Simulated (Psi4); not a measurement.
## BSiH3ClO (charge −1): interaction calculation (part 2 of 2)

BSiH3ClO, charge −1, SMILES [SiH3-].O=BCl; SAPT0/jun-cc-pVTZ, RHF (Psi4 1.11). 

Geometry of the input (Å):
```
Si 0.5397  -0.0507  -0.3009
H  0.4266  0.6223  1.0859
H  -0.2985  -1.2837  0.1068
H  -0.6678  0.7122  -0.8918
O  3.2614  0.2857  2.7292
B  2.8756  1.2420  2.1288
Cl 2.3449  2.5541  1.3031
```

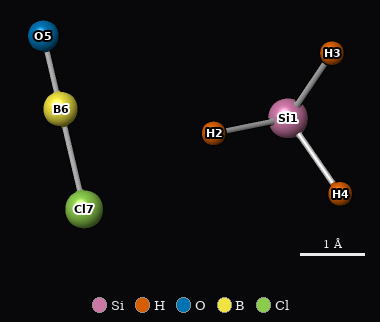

**Figure 1.** The structure as given in the input (ball-and-stick view, seen at a tilt; atoms are numbered from 1 in the order of the input).

## What the program printed, continued
```
       Center              X                  Y                   Z               Mass
    ------------   -----------------  -----------------  -----------------  -----------------
      Gh(SI)          0.539700000000    -0.050720000000    -0.300900000000    27.976926534650
      Gh(H)           0.426600000000     0.622270000000     1.085900000000     1.007825032230
      Gh(H)          -0.298500000000    -1.283720000000     0.106800000000     1.007825032230
      Gh(H)          -0.667800000000     0.712180000000    -0.891800000000     1.007825032230
         O            3.261440000000     0.285710000000     2.729150000000    15.994914619570
         B            2.875600000000     1.241950000000     2.128800000000    11.009305360000
         CL           2.344890000000     2.554110000000     1.303090000000    34.968852682000

  Running in c1 symmetry.

  Rotational constants: A =      0.16161  B =      0.01984  C =      0.01804 [cm^-1]
  Rotational constants: A =   4844.89241  B =    594.72006  C =    540.79268 [MHz]
  Nuclear repulsion =   70.603114983779193

  Charge       = 0
  Multiplicity = 1
  Electrons    = 30
  Nalpha       = 15
  Nbeta        = 15

  ==> Iterations <==

                           Total Energy        Delta E     RMS |[F,P]|

   @DF-RHF iter SAD:  -558.40818206385052   -5.58408e+02   0.00000e+00
   @DF-RHF iter   1:  -559.04958604313379   -6.41404e-01   2.84886e-03 ADIIS/DIIS
   @DF-RHF iter   2:  -559.08300522317359   -3.34192e-02   2.62200e-03 ADIIS/DIIS
   @DF-RHF iter   3:  -559.18399118253353   -1.00986e-01   1.21330e-04 ADIIS/DIIS
   @DF-RHF iter   4:  -559.18464184589652   -6.50663e-04   4.51143e-05 DIIS
   @DF-RHF iter   5:  -559.18474008058615   -9.82347e-05   1.53743e-05 DIIS
   @DF-RHF iter   6:  -559.18475450930680   -1.44287e-05   4.09847e-06 DIIS
   @DF-RHF iter   7:  -559.18475526533166   -7.56025e-07   1.03173e-06 DIIS
   @DF-RHF iter   8:  -559.18475530697333   -4.16417e-08   2.39554e-07 DIIS
   @DF-RHF iter   9:  -559.18475530886724   -1.89391e-09   3.31608e-08 DIIS
   @DF-RHF iter  10:  -559.18475530893420   -6.69615e-11   6.73291e-09 DIIS
  Energy and wave function converged.

  ==> Post-Iterations <==

    Orbital Energies [Eh]
    ---------------------

    Doubly Occupied:

       1A   -104.906268     2A    -20.559055     3A    -10.633751
       4A     -8.100672     5A     -8.098769     6A     -8.098760
       7A     -7.689716     8A     -1.335648     9A     -1.192996
      10A     -0.687197    11A     -0.625354    12A     -0.578160
      13A     -0.578145    14A     -0.498964    15A     -0.498948

    Virtual:

      16A      0.025271    17A      0.035500    18A      0.045494
      19A      0.051130    20A      0.064455    21A      0.065018
      22A      0.067256    23A      0.095324    24A      0.102522
      25A      0.112835    26A      0.135717    27A      0.142023
      28A      0.156198    29A      0.160296    30A      0.172351
      31A      0.181118    32A      0.185258    33A      0.190556
      34A      0.204287    35A      0.212334    36A      0.215240
      37A      0.216664    38A      0.224776    39A      0.228799
      40A      0.235865    41A      0.264083    42A      0.271880
      43A      0.275780    44A      0.280347    45A      0.319136
      46A      0.321861    47A      0.340824    48A      0.352306
      49A      0.368091    50A      0.383756    51A      0.397357
      52A      0.404941    53A      0.420967    54A      0.439330
      55A      0.454964    56A      0.478117    57A      0.493823
      58A      0.529799    59A      0.542675    60A      0.616741
      61A      0.631093    62A      0.642418    63A      0.654078
      64A      0.664383    65A      0.674157    66A      0.696120
      67A      0.705223    68A      0.729623    69A      0.744997
      70A      0.749420    71A      0.774843    72A      0.794782
      73A      0.836264    74A      0.841619    75A      0.865311
      76A      0.867663    77A      0.870255    78A      0.890736
      79A      0.900496    80A      0.913204    81A      0.948291
      82A      0.959536    83A      0.968936    84A      1.010598
      85A      1.061566    86A      1.097980    87A      1.101556
      88A      1.116606    89A      1.143327    90A      1.144672
      91A      1.191811    92A      1.240408    93A      1.276597
      94A      1.313809    95A      1.333206    96A      1.346767
      97A      1.373013    98A      1.381946    99A      1.422615
     100A      1.446295   101A      1.544359   102A      1.562719
     103A      1.603670   104A      1.616095   105A      1.689736
     106A      1.738690   107A      1.761521   108A      1.778147
     109A      1.791443   110A      1.817445   111A      1.841221
     112A      1.852514   113A      1.911829   114A      1.926573
     115A      1.935854   116A      1.940193   117A      1.950637
     118A      1.996061   119A      2.064512   120A      2.074917
     121A      2.080917   122A      2.104348   123A      2.119102
     124A      2.127473   125A      2.146602   126A      2.241095
     127A      2.297601   128A      2.307783   129A      2.313266
     130A      2.361536   131A      2.373688   132A      2.392980
     133A      2.406762   134A      2.495758   135A      2.503062
     136A      2.525024   137A      2.551137   138A      2.602263
     139A      2.629908   140A      2.669592   141A      2.759289
     142A      2.802088   143A      2.806780   144A      2.850383
     145A      2.861626   146A      2.957608   147A      3.110386
     148A      3.122099   149A      3.208838   150A      3.373511
     151A      3.380833   152A      3.415207   153A      3.592217
     154A      3.602188   155A      3.723166   156A      3.751351
     157A      3.770792   158A      3.824164   159A      3.839582
     160A      3.972148   161A      4.006827   162A      4.081222
     163A      4.108763   164A      4.121894   165A      4.142567
     166A      4.228390   167A      4.259421   168A      4.300987
     169A      4.428883   170A      4.485205   171A      4.505919
     172A      4.687115   173A      4.719320   174A      4.756659
     175A      4.777663   176A      4.872121   177A      4.882398
     178A      4.884452   179A      4.890530   180A      4.927884
     181A      5.031564   182A      5.036522   183A      5.079346
     184A      5.606032   185A      5.611236   186A      5.615506
     187A      5.621495   188A      5.769943   189A      5.938287
     190A      5.939029   191A      6.491017   192A      6.514277
     193A      6.527472   194A      6.752095   195A      7.147931
     196A      7.156737   197A      7.446111   198A      7.457718
     199A      7.715398   200A      9.027417   201A     11.806236
     202A     12.844782   203A     19.641724   204A     19.687658
     205A     19.691213   206A    106.406346

    Final Occupation by Irrep:
              A
    DOCC [    15 ]
    NA   [    15 ]
    NB   [    15 ]

  @DF-RHF Final Energy:  -559.18475530893420

   => Energetics <=

    Nuclear Repulsion Energy =             70.6031149837791929
    One-Electron Energy =                -911.4109323108514218
    Two-Electron Energy =                 281.6230620181380004
    Total Energy =                       -559.1847553089342000

Computation Completed

Properties will be evaluated at   0.000000,   0.000000,   0.000000 [a0]

Properties computed using the SCF density matrix

 Multipole Moments:

 ------------------------------------------------------------------------------------
     Multipole            Electronic (a.u.)      Nuclear  (a.u.)        Total (a.u.)
 ------------------------------------------------------------------------------------

 L = 1.  Multiply by 2.5417464519 to convert [e a0] to [Debye]
 Dipole X            :       -152.2183690          151.8067074           -0.4116616
 Dipole Y            :        -97.0842741           98.1056987            1.0214246
 Dipole Z            :       -103.8759973          103.2352280           -0.6407693
 Magnitude           :                                                    1.2741109

 ------------------------------------------------------------------------------------

	total time  =          4 seconds =       0.07 minutes
  Constructing Basis Sets for SAPT...

   => Loading Basis Set <=

    Name: (JUN-CC-PVTZ AUX)
    Role: RIFIT
    Keyword: DF_BASIS_SAPT

   => Loading Basis Set <=

    Name: (JUN-CC-PVTZ AUX)
    Role: JKFIT
    Keyword: DF_BASIS_ELST

  //>>>>>>>>>>>>>>>>>>>>>>>>>>>>>>>>>>>//
  //               SAPT0               //
  //<<<<<<<<<<<<<<<<<<<<<<<<<<<<<<<<<<<//

        SAPT0
     6 June 2009

      Orbital Information
  --------------------------
    NSO        =       206
    NMO        =       206
    NRI        =       560
    NRI (Elst) =       554
    NOCC A     =         9
    NOCC B     =        15
    FOCC A     =         5
    FOCC B     =         7
    NVIR A     =       197
    NVIR B     =       191

    Elst10,r            =    -0.018101111292 [Eh]
    Exch10              =     0.020891751572 [Eh]
    Exch10 (S^2)        =     0.020591126419 [Eh]

    Maxiter = 50
    CPHF R converge = 1.000000E-08

    Iter     Energy [mEh]          dE [mEh]         Residual      Time [s]
       1     -17.15101052      17.151010518     1.846577e-02             0
       2     -22.64888954       5.497879018     3.943225e-03             0
       3     -22.49060645      -0.158283084     1.343184e-03             0
       4     -22.46642960      -0.024176848     4.042273e-04             0
       5     -22.48500194       0.018572337     1.081316e-04             1
       6     -22.48402963      -0.000972308     2.892672e-05             1
       7     -22.48317502      -0.000854611     6.245851e-06             1
       8     -22.48342759       0.000252564     1.420564e-06             1
       9     -22.48339415      -0.000033439     3.084750e-07             1
      10     -22.48339503       0.000000881     6.705763e-08             1
      11     -22.48339606       0.000001032     1.400454e-08             1
      12     -22.48339579      -0.000000270     2.895990e-09             1

    CHF Iterations converged

    Maxiter = 50
    CPHF R converge = 1.000000E-08

    Iter     Energy [mEh]          dE [mEh]         Residual      Time [s]
       1      -3.49936867       3.499368665     1.652657e-02             0
       2      -3.24929605      -0.250072614     4.460284e-03             1
       3      -3.35556607       0.106270020     1.952161e-03             1
       4      -3.44062753       0.085061459     3.251562e-04             1
       5      -3.43151386      -0.009113666     1.373011e-04             1
       6      -3.42997873      -0.001535135     4.855637e-05             1
       7      -3.43109991       0.001121183     1.471405e-05             1
       8      -3.43098257      -0.000117341     4.658714e-06             1
       9      -3.43095937      -0.000023198     1.487583e-06             1
      10      -3.43097494       0.000015570     2.865805e-07             1
      11      -3.43097335      -0.000001592     8.071486e-08             2
      12      -3.43097315      -0.000000203     1.990567e-08             2
      13      -3.43097328       0.000000135     3.688421e-09             2

    CHF Iterations converged

    Ind20,r (A<-B)      =    -0.022483395790 [Eh]
    Ind20,r (B<-A)      =    -0.003430973284 [Eh]
    Ind20,r             =    -0.025914369073 [Eh]
    Exch-Ind20,r (A<-B) =     0.021068507168 [Eh]
    Exch-Ind20,r (B<-A) =     0.000508797116 [Eh]
    Exch-Ind20,r        =     0.021577304285 [Eh]
    Disp20              =    -0.010138209374 [Eh]
    Disp20 (SS)         =    -0.005069104687 [Eh]
    Disp20 (OS)         =    -0.005069104687 [Eh]
    Exch-Disp20         =     0.002297770132 [Eh]
    Exch-Disp20 (SS)    =     0.001427809223 [Eh]
    Exch-Disp20 (OS)    =     0.000869960909 [Eh]

    SAPT Results
  --------------------------------------------------------------------------------------------------------
    Electrostatics                -18.10111129 [mEh]     -11.35861882 [kcal/mol]     -47.52446115 [kJ/mol]
      Elst10,r                    -18.10111129 [mEh]     -11.35861882 [kcal/mol]     -47.52446115 [kJ/mol]

    Exchange                       20.89175157 [mEh]      13.10977204 [kcal/mol]      54.85128619 [kJ/mol]
      Exch10                       20.89175157 [mEh]      13.10977204 [kcal/mol]      54.85128619 [kJ/mol]
      Exch10(S^2)                  20.59112642 [mEh]      12.92112690 [kcal/mol]      54.06199496 [kJ/mol]

    Induction                      -5.22529731 [mEh]      -3.27892356 [kcal/mol]     -13.71901619 [kJ/mol]
      Ind20,r                     -25.91436907 [mEh]     -16.26151210 [kcal/mol]     -68.03816663 [kJ/mol]
      Exch-Ind20,r                 21.57730428 [mEh]      13.53996286 [kcal/mol]      56.65120459 [kJ/mol]
      delta HF,r (2)               -0.88823252 [mEh]      -0.55737432 [kcal/mol]      -2.33205416 [kJ/mol]

    Dispersion                     -7.84043924 [mEh]      -4.91994990 [kcal/mol]     -20.58507039 [kJ/mol]
      Disp20                      -10.13820937 [mEh]      -6.36182243 [kcal/mol]     -26.61786505 [kJ/mol]
      Exch-Disp20                   2.29777013 [mEh]       1.44187253 [kcal/mol]       6.03279465 [kJ/mol]
      Disp20 (SS)                  -5.06910469 [mEh]      -3.18091121 [kcal/mol]     -13.30893252 [kJ/mol]
      Disp20 (OS)                  -5.06910469 [mEh]      -3.18091121 [kcal/mol]     -13.30893252 [kJ/mol]
      Exch-Disp20 (SS)              1.42780922 [mEh]       0.89596381 [kcal/mol]       3.74871260 [kJ/mol]
      Exch-Disp20 (OS)              0.86996091 [mEh]       0.54590871 [kcal/mol]       2.28408205 [kJ/mol]

  Total HF                         -2.43465703 [mEh]      -1.52777035 [kcal/mol]      -6.39219115 [kJ/mol]
  Total SAPT0                     -10.27509627 [mEh]      -6.44772025 [kcal/mol]     -26.97726154 [kJ/mol]

  Special recipe for scaled SAPT0 (see Manual):
    Electrostatics sSAPT0         -18.10111129 [mEh]     -11.35861882 [kcal/mol]     -47.52446115 [kJ/mol]
    Exchange sSAPT0                20.89175157 [mEh]      13.10977204 [kcal/mol]      54.85128619 [kJ/mol]
    Induction sSAPT0               -4.26636310 [mEh]      -2.67718327 [kcal/mol]     -11.20133478 [kJ/mol]
    Dispersion sSAPT0              -7.73832221 [mEh]      -4.85587050 [kcal/mol]     -20.31696215 [kJ/mol]
  Total sSAPT0                     -9.21404503 [mEh]      -5.78190055 [kcal/mol]     -24.19147189 [kJ/mol]
  --------------------------------------------------------------------------------------------------------

	total time  =         10 seconds =       0.17 minutes

Warning! sapt0 does not have an associated derived wavefunction. The returned wavefunction is the dimer SCF wavefunction.

[set-up sections that repeat, and orbital energies of the middle runs, are left out above]
```

## Standard output
```
total energy -0.01027510 hartree = -0.27960 eV
CURRENT ENERGY                                     -0.0102750963
CURRENT REFERENCE ENERGY                         -559.1847553089
DD SOLVATION ENERGY                                 0.0000000000
HF KINETIC ENERGY                                 559.1931806767
HF POTENTIAL ENERGY                             -1118.3779359856
HF TOTAL ENERGY                                  -559.1847553089
HF VIRIAL RATIO                                     1.9999849330
NUCLEAR REPULSION ENERGY                           70.6031149838
ONE-ELECTRON ENERGY                              -911.4109323109
PCM POLARIZATION ENERGY                             0.0000000000
PE ENERGY                                           0.0000000000
SAPT ALPHA                                          0.0000000000
SAPT CT ENERGY                                     -0.0043370648
SAPT DISP ENERGY                                   -0.0078404392
SAPT DISP20 ENERGY                                 -0.0101382094
SAPT ELST ENERGY                                   -0.0181011113
SAPT ELST10,R ENERGY                               -0.0181011113
SAPT ENERGY                                         0.0000000000
SAPT EXCH ENERGY                                    0.0208917516
SAPT EXCH-DISP20 ENERGY                             0.0022977701
SAPT EXCH-IND20,R ENERGY                            0.0215773043
SAPT EXCH10 ENERGY                                  0.0208917516
SAPT EXCH10(S^2) ENERGY                             0.0205911264
SAPT EXCHSCAL                                       1.0000000000
SAPT EXCHSCAL1                                      1.0145997430
SAPT EXCHSCAL3                                      1.0444417984
SAPT HF TOTAL ENERGY                               -0.0024346570
SAPT HF(2) ALPHA=0.0 ENERGY                        -0.0008882325
SAPT HF(2) ENERGY                                  -0.0008882325
SAPT IND ENERGY                                    -0.0052252973
SAPT IND20,R ENERGY                                -0.0259143691
SAPT SAME-SPIN DISP20 ENERGY                       -0.0050691047
SAPT SAME-SPIN EXCH-DISP20 ENERGY                   0.0014278092
SAPT TOTAL ENERGY                                  -0.0102750963
SAPT0 DISP ENERGY                                  -0.0078404392
SAPT0 ELST ENERGY                                  -0.0181011113
SAPT0 EXCH ENERGY                                   0.0208917516
SAPT0 IND ENERGY                                   -0.0052252973
SAPT0 TOTAL ENERGY                                 -0.0102750963
SAPT2 DISP ENERGY                                  -0.0078404392
SCF ITERATION ENERGY                             -559.1847553089
SCF ITERATIONS                                     10.0000000000
SCF TOTAL ENERGY                                 -559.1847553089
SCS-SAPT0 DISP ENERGY                              -0.0074422275
SCS-SAPT0 ELST ENERGY                              -0.0181011113
SCS-SAPT0 EXCH ENERGY                               0.0208917516
SCS-SAPT0 IND ENERGY                               -0.0052252973
SCS-SAPT0 TOTAL ENERGY                             -0.0098768846
SSAPT0 DISP ENERGY                                 -0.0077383222
SSAPT0 ELST ENERGY                                 -0.0181011113
SSAPT0 EXCH ENERGY                                  0.0208917516
SSAPT0 IND ENERGY                                  -0.0042663631
SSAPT0 TOTAL ENERGY                                -0.0092140450
TWO-ELECTRON ENERGY                               281.6230620181
```
